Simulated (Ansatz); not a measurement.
## Amorphous Sb₂₄O₃₆

A CHGNet melt-quench gave the starting glass, which DFT then relaxed. O atoms were pushed apart under 1.9 Å during the dynamics, to hinder bonds among them. The hot cell started wider than the set density and was brought back towards it in steps. It is the lowest in DFT energy of 2 quenches. It is a model cell: composition and starting density were chosen by hand, and all elements were melted together. No dispersion term was used.

Methods: PBE, scalar-relativistic without spin-orbit coupling (Ansatz, an electronic-structure program); r2SCAN, scalar-relativistic without spin-orbit coupling (Ansatz); HSE06, scalar-relativistic without spin-orbit coupling (Ansatz). Geometry, pressure, stress and energy are those of the PBE run. Its sampling: a 2×2×2 Γ-centred mesh; Fermi-Dirac width 0.02 eV; no spin polarisation. Other functionals are single points at the zone centre (r2SCAN at 500 eV; exact exchange cut at the cell's faces), free to take moments where seeds were set.

```yaml
number_of_atoms_in_the_cell: 60
Density (volume relaxed, without dispersion): 4.48 g/cm^3
volume_per_atom: 21.60 Å³
Pressure on a 2×2×2 Γ-centred mesh: -0.04 GPa
Largest force and stress component on that mesh (the relaxation ran on the zone centre alone): 0.11 eV/Å and 0.1 GPa
Gap on a 2×2×2 Γ-centred mesh (PBE): 2.39 eV
Gap at the zone centre (PBE): 2.49 eV
Gap at the zone centre (r2SCAN): 2.81 eV
Gap at the zone centre (HSE06): 3.45 eV
```

Bonds are counted up to Sb-Sb 3.25 Å, Sb-O 2.36 Å, O-O 1.58 Å. Two cations that share two anions don't count as bonded, nor two that share one unless they lie closer than Sb-Sb 2.97 Å.

The mean coordination of Sb by anions comes out as 3.12 (21 with 3, 3 with 4) and the mean coordination of O is 2.08 (33 with 2, 3 with 3). The mean Sb-O bond comes out as 2.027 Å (spread 0.068 Å, 75 counted) and the bond angle at Sb is mean 95.1°, spread 13.1°.

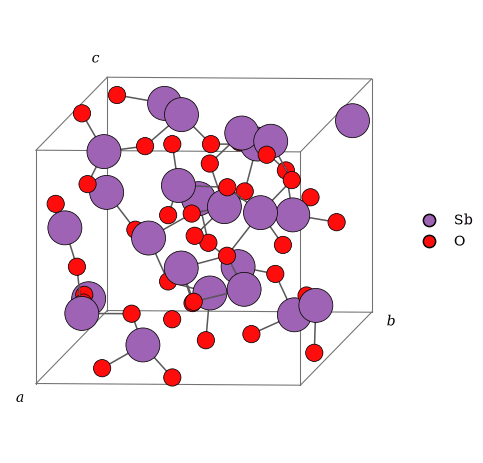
Fig. 1. The relaxed cell

Its density started from a set value of 5.66 g/cm³. The simulated quench (nominally 210 K/ps over its main leg) is rapid and tends to freeze in more defects than a deposited or slowly cooled glass has. Values belong to this one cell and scatter from quench to quench. Volume and shape were free in the relaxation.
